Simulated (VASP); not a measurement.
Band structure of P (black). All values below come from optB88-vdW, VASP's PBE PAW potentials (set 64) (plane waves; VASP 6.6.1).

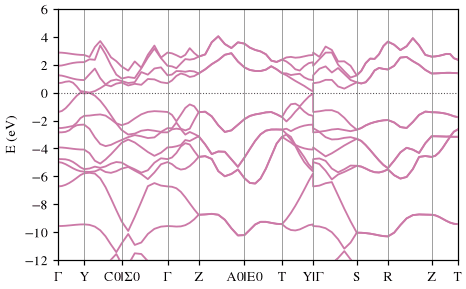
Bands along high-symmetry lines, zero at the valence-band maximum or, without a gap, the Fermi level

Question: Read the plot: is there a gap, and where are the band edges?

Answer: It has no gap at this level: it comes out as a metal or semimetal. (Edges off the drawn lines would not show.)

Measured: gap 0.35 eV (computed value off by -0.35 eV), as given by Das et al., (2018), arXiv:1807.05623.

The compound is P in the black structure. It was relaxed first.
